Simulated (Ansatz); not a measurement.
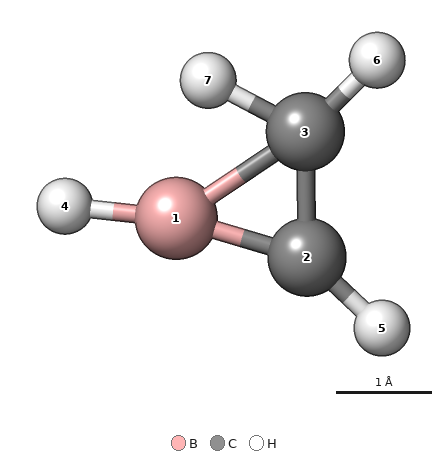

Figure 1. The input geometry (ball-and-stick view, seen at a tilt; atoms are numbered from 1 in the order of the input). Bond lengths as drawn: B–C 1.44 to 1.68 Å, B–H 1.19 Å, C–C 1.35 Å and C–H 1.09 to 1.16 Å.

# Run report: C₂H₄B (charge +1), nudged elastic band

C₂H₄B, charge +1, computed with RKS PBE0-D4/def2-SVPD (Ansatz 0.2.0).

It belongs to a series of runs on one base structure; here: band between the two ends. Figures and captions count atoms from 1; the log counts them from 0 in places.

The program's output:
```
Engine: ansatz 0.2.0, x86_64-unknown-linux-gnu
Functional definition: PBE0
  parameter a = 0.25
  parameter kappa = 0.804
  parameter beta = 0.06672455060314922
  exchange = (1 - a)*pbe_x(kappa = kappa, mu = beta*pi^2/3) + a*exact_x
  correlation = pbe_c(beta = beta)
753 factors; their error is unknown
mean field evaluation 1: about -2792.7235 eV, gradient 5.2e1 eV
mean field evaluation 2: about -2790.7115 eV, gradient 5.8e1 eV
mean field evaluation 4: about -2799.6453 eV, gradient 2.5e0 eV
mean field evaluation 8: about -2799.6599 eV, gradient 1.1e-2 eV
mean field evaluation 16: about -2799.6475 eV, gradient 3.4e-5 eV
mean field -2799.64745122 eV, -102.8851461632 hartree, gradient 3.4e-5 eV, S^2 0.000000; 0 other end points of the search recorded, 0 dependent functions left out
the calculation of the forces begins
reference -2799.64747541 eV, -102.8851470521 hartree; 10, 10 occupied and 82, 82 virtual orbitals, 753 factors
753 factors; their error is unknown
mean field evaluation 32: about -2796.8014 eV, gradient 8.0e-5 eV
mean field -2796.80141025 eV, -102.7805560867 hartree, gradient 3.3e-5 eV, S^2 0.000000; 0 other end points of the search recorded, 0 dependent functions left out
[... from here on the field's lines of each further geometry are left out, up to the last ...]
NEB iter   1: max|band force component| = 2.391e1 eV/Å  barrier→ = 8.3680 eV  barrier← = 5.5315 eV  Δτ_max = 0.2000 Å  (302 SCF iters)
NEB iter   2: max|band force component| = 6.672e0 eV/Å  barrier→ = 4.8841 eV  barrier← = 2.0476 eV  Δτ_max = 0.2000 Å  (316 SCF iters)
NEB iter   3: max|band force component| = 3.964e0 eV/Å  barrier→ = 4.2702 eV  barrier← = 1.4337 eV  Δτ_max = 0.1975 Å  (317 SCF iters)
NEB iter   4: max|band force component| = 2.690e0 eV/Å  barrier→ = 4.0924 eV  barrier← = 1.2559 eV  Δτ_max = 0.1739 Å  (304 SCF iters)
NEB iter   5: max|band force component| = 1.935e0 eV/Å  barrier→ = 4.3453 eV  barrier← = 1.5089 eV  Δτ_max = 0.1993 Å  (302 SCF iters)
NEB iter   6: max|band force component| = 4.196e0 eV/Å  barrier→ = 4.4738 eV  barrier← = 1.6373 eV  Δτ_max = 0.0975 Å  (323 SCF iters)
NEB iter   7: max|band force component| = 3.218e0 eV/Å  barrier→ = 4.2910 eV  barrier← = 1.4545 eV  Δτ_max = 0.1015 Å  (285 SCF iters)
NEB iter   8: max|band force component| = 1.785e0 eV/Å  barrier→ = 4.2376 eV  barrier← = 1.4011 eV  Δτ_max = 0.0984 Å  (289 SCF iters)
NEB iter   9: max|band force component| = 1.930e0 eV/Å  barrier→ = 4.1646 eV  barrier← = 1.3281 eV  Δτ_max = 0.0497 Å  (286 SCF iters)
NEB iter  10: max|band force component| = 1.130e0 eV/Å  barrier→ = 3.9819 eV  barrier← = 1.1454 eV  Δτ_max = 0.0999 Å  (282 SCF iters)
NEB iter  11: max|band force component| = 1.655e0 eV/Å  barrier→ = 3.9316 eV  barrier← = 1.0951 eV  Δτ_max = 0.0502 Å  (284 SCF iters)
NEB iter  12: max|band force component| = 5.537e-1 eV/Å  barrier→ = 3.9452 eV  barrier← = 1.1087 eV  Δτ_max = 0.1011 Å  (279 SCF iters)
NEB iter  13: max|band force component| = 1.311e0 eV/Å  barrier→ = 3.8854 eV  barrier← = 1.0489 eV  Δτ_max = 0.0508 Å  (291 SCF iters)
NEB iter  14: max|band force component| = 8.599e-1 eV/Å  barrier→ = 3.8190 eV  barrier← = 0.9826 eV  Δτ_max = 0.0511 Å  (269 SCF iters)
NEB iter  15: max|band force component| = 6.217e-1 eV/Å  barrier→ = 3.7544 eV  barrier← = 0.9179 eV  Δτ_max = 0.0511 Å  (271 SCF iters)
NEB iter  16: max|band force component| = 6.043e-1 eV/Å  barrier→ = 3.7075 eV  barrier← = 0.8710 eV  Δτ_max = 0.0509 Å  (272 SCF iters)
NEB iter  17: max|band force component| = 6.137e-1 eV/Å  barrier→ = 3.6812 eV  barrier← = 0.8448 eV  Δτ_max = 0.0500 Å  (266 SCF iters)
NEB iter  18: max|band force component| = 6.556e-1 eV/Å  barrier→ = 3.6767 eV  barrier← = 0.8402 eV  Δτ_max = 0.0501 Å  (269 SCF iters)
NEB iter  19: max|band force component| = 6.256e-1 eV/Å  barrier→ = 3.6635 eV  barrier← = 0.8270 eV  Δτ_max = 0.0501 Å  (272 SCF iters)
NEB iter  20: max|band force component| = 5.035e-1 eV/Å  barrier→ = 3.6490 eV  barrier← = 0.8125 eV  Δτ_max = 0.0501 Å  (272 SCF iters)
NEB iter  21: max|band force component| = 7.101e-1 eV/Å  barrier→ = 3.6470 eV  barrier← = 0.8106 eV  CI = image 5  Δτ_max = 0.0789 Å  (262 SCF iters)
NEB iter  22: max|band force component| = 5.435e-1 eV/Å  barrier→ = 3.7020 eV  barrier← = 0.8655 eV  CI = image 5  Δτ_max = 0.0355 Å  (270 SCF iters)
NEB iter  23: max|band force component| = 2.666e-1 eV/Å  barrier→ = 3.6980 eV  barrier← = 0.8615 eV  CI = image 5  Δτ_max = 0.0197 Å  (277 SCF iters)
NEB iter  24: max|band force component| = 1.244e-1 eV/Å  barrier→ = 3.6968 eV  barrier← = 0.8603 eV  CI = image 5  Δτ_max = 0.0097 Å  (269 SCF iters)
NEB iter  25: max|band force component| = 6.330e-2 eV/Å  barrier→ = 3.6964 eV  barrier← = 0.8599 eV  CI = image 5  Δτ_max = 0.0026 Å  (262 SCF iters)
the calculation of the forces begins
reference -2796.67570541 eV, -102.7759365189 hartree; 10, 10 occupied and 82, 82 virtual orbitals, 753 factors
753 factors; their error is unknown
mean field -2795.95333944 eV, -102.7493900593 hartree, gradient 2.4e-5 eV, S^2 0.000000; 1 other end points of the search recorded, 0 dependent functions left out
the calculation of the forces begins
reference -2795.95336534 eV, -102.7493910111 hartree; 10, 10 occupied and 82, 82 virtual orbitals, 753 factors
NEB iter  26: max|band force component| = 4.706e-2 eV/Å  barrier→ = 3.6963 eV  barrier← = 0.8598 eV  CI = image 5  Δτ_max = 0.0000 Å  (496 SCF iters)
```

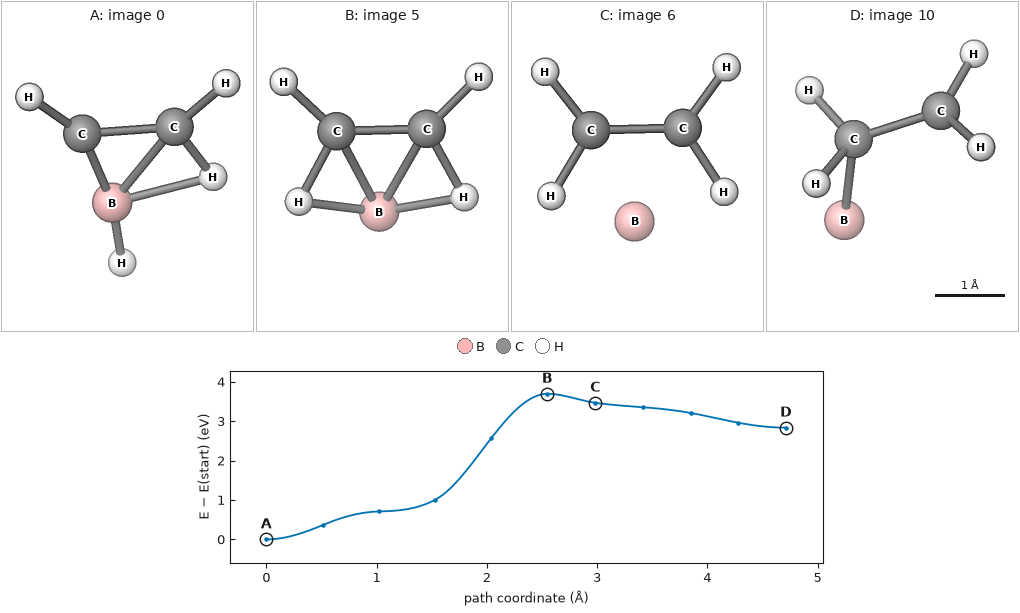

Figure 2. Images of the last band (counted from 0; ball-and-stick, seen at a tilt) above the energy along the path; the line is a cubic interpolation that uses the forces. The highest image is number 5, 3.696 eV above the start and 0.860 eV above the end (the climbing image); the end lies 2.836 eV above the start. The path is 4.71 Å long. The band converged in 26 iterations.

```
Total energy: -2796.00448607 eV, -102.7512696632 hartree
Atom 0 at    -0.910145    -0.931009    -0.136818 Å, force    -0.002631    -0.007356     0.001568 eV/Å
Atom 1 at     0.154327     0.391069    -0.601640 Å, force     0.000625    -0.002740     0.015645 eV/Å
Atom 2 at     0.325070     0.039246     0.656833 Å, force     0.004427     0.007632    -0.014284 eV/Å
Atom 3 at    -0.908566     0.073742    -1.121593 Å, force     0.002075     0.004492    -0.001944 eV/Å
Atom 4 at     0.782007     0.879674    -1.353024 Å, force    -0.001743    -0.000164    -0.004988 eV/Å
Atom 5 at     1.151891     0.118308     1.369209 Å, force    -0.001281    -0.001990     0.004346 eV/Å
Atom 6 at    -0.594584    -0.571039     1.187034 Å, force    -0.001473     0.000126    -0.000343 eV/Å
Dipole moment:     0.334107     0.267597     0.029476 e Å
this run last wrote the band of iteration 26 to [file]
```

The last band as extended XYZ (Å, eV, eV/Å):
```
7
Properties=species:S:1:pos:R:3:forces:R:3 image=0 energy=-2799.70079
B    -0.7808   -0.2258   -0.5456   -0.0036  -0.0016  -0.0015
C     0.4828    0.4575   -0.6449    0.0027   0.0010   0.0029
C     0.4043    0.0067    0.6236   -0.0004  -0.0013  -0.0010
H    -1.8457   -0.7334   -0.6736   -0.0006  -0.0001   0.0001
H     1.2326    1.0217   -1.1949    0.0011   0.0010  -0.0014
H     1.0524    0.0536    1.5101    0.0007   0.0010   0.0003
H    -0.5457   -0.5804    0.9252    0.0001   0.0000   0.0007
7
Properties=species:S:1:pos:R:3:forces:R:3 image=1 energy=-2799.33831
B    -0.7201   -0.2630   -0.3316   -0.0654   0.1264  -0.4755
C     0.5225    0.4638   -0.5993   -0.1104  -0.0546  -0.0395
C     0.5111    0.0504    0.6522   -0.4005  -0.2258   0.0825
H    -1.7164   -0.6029   -0.8577   -0.4313  -0.3109   0.2669
H     1.0183    0.9830   -1.4161    0.3807   0.1060   0.2887
H     1.0195   -0.0030    1.6233   -0.0432  -0.0119  -0.0412
H    -0.6349   -0.6283    0.9291    0.6701   0.3708  -0.0819
7
Properties=species:S:1:pos:R:3:forces:R:3 image=2 energy=-2798.99110
B    -0.6940   -0.3124   -0.1430    0.0133   0.0290  -0.0231
C     0.5664    0.4886   -0.5871    0.0149  -0.0062   0.0111
C     0.6684    0.1368    0.6236    0.0117   0.0124  -0.0010
H    -1.5475   -0.4776   -0.9622   -0.0499  -0.0385   0.0218
H     0.8613    0.9533   -1.5262    0.0145   0.0111  -0.0031
H     1.0413   -0.0068    1.6361   -0.0135  -0.0130   0.0096
H    -0.8958   -0.7819    0.9588    0.0090   0.0053  -0.0154
7
Properties=species:S:1:pos:R:3:forces:R:3 image=3 energy=-2798.69762
B    -0.7127   -0.4527   -0.0347    0.2510   0.7780   0.1847
C     0.4721    0.4637   -0.5856    0.6944   0.2006   0.0126
C     0.6285    0.1270    0.6087    0.6390   0.2333  -0.0631
H    -1.2448   -0.2474   -1.0909   -0.6356  -0.6416   0.1703
H     0.7142    0.9162   -1.5353   -0.1827   0.0757  -0.3723
H     1.1117    0.0459    1.5703   -0.0681  -0.1414   0.3867
H    -0.9690   -0.8527    1.0673   -0.6979  -0.5046  -0.3188
7
Properties=species:S:1:pos:R:3:forces:R:3 image=4 energy=-2797.13303
B    -0.7808   -0.6658   -0.0839    0.9314   1.9141   0.4136
C     0.2978    0.4114   -0.5866    1.0256   0.1468   0.1112
C     0.4569    0.0726    0.6227    0.9743   0.2414  -0.2620
H    -1.0761   -0.0832   -1.1330   -1.2475  -1.1493  -0.0526
H     0.7489    0.9016   -1.4346   -0.2902   0.1502  -0.6265
H     1.1300    0.0873    1.4651   -0.1191  -0.2068   0.6617
H    -0.7768   -0.7239    1.1503   -1.2744  -1.0964  -0.2453
7
Properties=species:S:1:pos:R:3:forces:R:3 image=5 energy=-2796.00446
B    -0.9101   -0.9310   -0.1368   -0.0026  -0.0074   0.0016
C     0.1543    0.3911   -0.6016    0.0006  -0.0027   0.0156
C     0.3251    0.0392    0.6568    0.0044   0.0076  -0.0143
H    -0.9086    0.0737   -1.1216    0.0021   0.0045  -0.0019
H     0.7820    0.8797   -1.3530   -0.0017  -0.0002  -0.0050
H     1.1519    0.1183    1.3692   -0.0013  -0.0020   0.0043
H    -0.5946   -0.5710    1.1870   -0.0015   0.0001  -0.0003
7
Properties=species:S:1:pos:R:3:forces:R:3 image=6 energy=-2796.23208
B    -0.8783   -1.2781   -0.3134   -0.0317  -0.3011  -0.1004
C     0.0738    0.4487   -0.5704   -0.0543   0.0077  -0.0037
C     0.2665    0.0103    0.6792   -0.0549  -0.0036   0.0204
H    -0.8951    0.2604   -1.1226    0.0133   0.1625  -0.0017
H     0.7917    0.9972   -1.1917    0.0635  -0.0291   0.0860
H     1.1732    0.1285    1.2842    0.0350   0.0361  -0.0992
H    -0.5319   -0.5670    1.2347    0.0292   0.1275   0.0985
7
Properties=species:S:1:pos:R:3:forces:R:3 image=7 energy=-2796.34587
B    -0.6277   -1.4802   -0.6144    0.0818  -0.0909  -0.0981
C    -0.0051    0.4986   -0.5108   -0.0246  -0.0074   0.0124
C     0.2310   -0.0106    0.7147   -0.0177   0.0171   0.0186
H    -1.0046    0.4416   -0.9987   -0.0435   0.0767   0.0463
H     0.7451    1.0473   -1.0906    0.0207  -0.0589   0.0034
H     1.2000    0.0757    1.2172    0.0145  -0.0103  -0.0370
H    -0.5387   -0.5725    1.2827   -0.0311   0.0736   0.0544
7
Properties=species:S:1:pos:R:3:forces:R:3 image=8 energy=-2796.49048
B    -0.4148   -1.4089   -1.0028    0.1253   0.0754  -0.3302
C    -0.0608    0.4299   -0.4676   -0.0162  -0.1234   0.0119
C     0.2166   -0.0109    0.7876   -0.0217   0.0437   0.0861
H    -1.1039    0.4707   -0.8531   -0.0766   0.0362   0.1280
H     0.6624    1.0139   -1.0533    0.0002  -0.1879  -0.0498
H     1.2128    0.1012    1.2252    0.0173   0.0338   0.0063
H    -0.5124   -0.5960    1.3641   -0.0283   0.1222   0.1477
7
Properties=species:S:1:pos:R:3:forces:R:3 image=9 energy=-2796.73931
B    -0.1923   -1.2303   -1.3271    0.1348   0.1847  -0.3041
C    -0.1094    0.3228   -0.4490   -0.0211  -0.1559  -0.0063
C     0.2024   -0.0249    0.8426   -0.0139   0.0147   0.0680
H    -1.1793    0.4226   -0.7385   -0.0575  -0.0109   0.1205
H     0.5786    0.9601   -1.0328   -0.0118  -0.1929  -0.0510
H     1.2075    0.1329    1.2447    0.0138   0.0089   0.0072
H    -0.5076   -0.5833    1.4602   -0.0443   0.1513   0.1657
7
Properties=species:S:1:pos:R:3:forces:R:3 image=10 energy=-2796.86431
B     0.0158   -1.0354   -1.5800   -0.0008  -0.0020  -0.0016
C    -0.1603    0.2329   -0.4283    0.0005  -0.0009  -0.0101
C     0.1912   -0.0511    0.8756    0.0027  -0.0074   0.0015
H    -1.2405    0.3416   -0.6622    0.0012   0.0011   0.0016
H     0.5089    0.9001   -1.0116   -0.0020   0.0038   0.0022
H     1.2180    0.0863    1.2283    0.0013   0.0025   0.0023
H    -0.5331   -0.4744    1.5782   -0.0029   0.0028   0.0041
```

The run was set up as follows.

Input file:
```yaml
crystal:
  periodic: [false, false, false]
  atoms:
    - { symbol: B, position_ang: [-0.780762, -0.225807, -0.545644] }
    - { symbol: C, position_ang: [0.482821, 0.457527, -0.644919] }
    - { symbol: C, position_ang: [0.404308, 0.006743, 0.62364] }
    - { symbol: H, position_ang: [-1.845686, -0.733423, -0.67357] }
    - { symbol: H, position_ang: [1.232584, 1.021719, -1.194855] }
    - { symbol: H, position_ang: [1.052397, 0.053612, 1.510112] }
    - { symbol: H, position_ang: [-0.545663, -0.580381, 0.925236] }
total_charge: 1
basis:
  gaussian: { orbitals: def2-SVPD }
hamiltonian:
  xc: pbe0
  dispersion: d4
neb:
  order_check: false
  images: 9
  f_tol: 0.05
  max_iterations: 60
  final_atoms:
    - { symbol: B, position_ang: [0.01583609, -1.03542643, -1.5800067] }
    - { symbol: C, position_ang: [-0.16032106, 0.23293145, -0.42829335] }
    - { symbol: C, position_ang: [0.19119972, -0.05113769, 0.87556814] }
    - { symbol: H, position_ang: [-1.24046108, 0.34161099, -0.66215023] }
    - { symbol: H, position_ang: [0.50889077, 0.9001006, -1.01160795] }
    - { symbol: H, position_ang: [1.21798288, 0.0862828, 1.22827023] }
    - { symbol: H, position_ang: [-0.53312834, -0.4743717, 1.57821986] }
  initial_path:
    images:
      - { positions_ang: [[-0.780762, -0.225807, -0.545644], [0.482821, 0.457527, -0.644919], [0.404308, 0.006743, 0.62364], [-1.845686, -0.733423, -0.67357], [1.232584, 1.021719, -1.194855], [1.052397, 0.053612, 1.510112], [-0.545663, -0.580381, 0.925236]] }
      - { positions_ang: [[-0.82938424, -0.27969686, -0.45904898], [0.41475055, 0.41779163, -0.6302084], [0.39592237, -0.00392117, 0.64412433], [-1.66015242, -0.5905751, -0.81744169], [1.12741478, 0.97506276, -1.21826592], [1.0791824, 0.07506397, 1.48714235], [-0.52773444, -0.59373524, 0.99369831]] }
      - { positions_ang: [[-0.87800648, -0.33358671, -0.37245397], [0.3466801, 0.37805626, -0.6154978], [0.38753673, -0.01458534, 0.66460866], [-1.47461884, -0.44772719, -0.96131338], [1.02224556, 0.92840651, -1.24167684], [1.1059678, 0.09651594, 1.4641727], [-0.50980587, -0.60708947, 1.06216062]] }
      - { positions_ang: [[-0.92662872, -0.38747657, -0.28585895], [0.27860965, 0.33832089, -0.6007872], [0.3791511, -0.02524951, 0.68509299], [-1.28908526, -0.30487929, -1.10518507], [0.91707634, 0.88175027, -1.26508776], [1.1327532, 0.11796792, 1.44120305], [-0.49187731, -0.62044371, 1.13062292]] }
      - { positions_ang: [[-0.97525096, -0.44136643, -0.19926393], [0.2105392, 0.29858552, -0.58607659], [0.37076546, -0.03591367, 0.70557732], [-1.10355168, -0.16203139, -1.24905676], [0.81190711, 0.83509402, -1.28849868], [1.1595386, 0.13941989, 1.4182334], [-0.47394874, -0.63379794, 1.19908523]] }
      - { positions_ang: [[-1.0238732, -0.49525629, -0.11266892], [0.14246875, 0.25885015, -0.57136599], [0.36237983, -0.04657784, 0.72606166], [-0.9180181, -0.01918349, -1.39292845], [0.70673789, 0.78843778, -1.3119096], [1.18632401, 0.16087186, 1.39526375], [-0.45602018, -0.64715218, 1.26754754]] }
      - { positions_ang: [[-0.81593134, -0.60329032, -0.40613647], [0.08191079, 0.25366641, -0.54275146], [0.32814381, -0.04748981, 0.75596295], [-0.98250669, 0.05297541, -1.2467728], [0.66716847, 0.81077034, -1.25184927], [1.19265578, 0.14595405, 1.36186505], [-0.47144181, -0.61259608, 1.32968201]] }
      - { positions_ang: [[-0.60798948, -0.71132435, -0.69960403], [0.02135283, 0.24848267, -0.51413693], [0.29390779, -0.04840178, 0.78586425], [-1.04699529, 0.1251343, -1.10061716], [0.62759904, 0.83310291, -1.19178894], [1.19898755, 0.13103624, 1.32846635], [-0.48686344, -0.57803999, 1.39181647]] }
      - { positions_ang: [[-0.40004762, -0.81935838, -0.99307159], [-0.03920513, 0.24329893, -0.48552241], [0.25967177, -0.04931375, 0.81576555], [-1.11148388, 0.1972932, -0.95446152], [0.58802962, 0.85543547, -1.13172861], [1.20531933, 0.11611843, 1.29506764], [-0.50228507, -0.54348389, 1.45395093]] }
      - { positions_ang: [[-0.19210577, -0.92739241, -1.28653914], [-0.09976309, 0.23811519, -0.45690788], [0.22543575, -0.05022572, 0.84566684], [-1.17597248, 0.26945209, -0.80830588], [0.5484602, 0.87776803, -1.07166828], [1.2116511, 0.10120061, 1.26166894], [-0.5177067, -0.5089278, 1.5160854]] }
      - { positions_ang: [[0.01583609, -1.03542643, -1.5800067], [-0.16032106, 0.23293145, -0.42829335], [0.19119972, -0.05113769, 0.87556814], [-1.24046108, 0.34161099, -0.66215023], [0.50889077, 0.9001006, -1.01160795], [1.21798288, 0.0862828, 1.22827023], [-0.53312834, -0.4743717, 1.57821986]] }
```

Command:
```bash
ansatz run input.yaml --threads 2 --pin off --max-ram 3072MiB --backend cpu --events-out ev --progress --plain --runs-dir out
```

Results in brief:

```csv
quantity,value
outcome,converged
"barrier, forward",3.696 eV
"barrier, backward",0.860 eV
hardware,"2 threads of Intel Xeon (Sapphire Rapids), 16 GiB of memory available, shared host"
wall time,2.8 min (CPU time 5.3 min)
peak memory,0.17 GiB
```

Remarks:

The order of the saddle point was not checked.
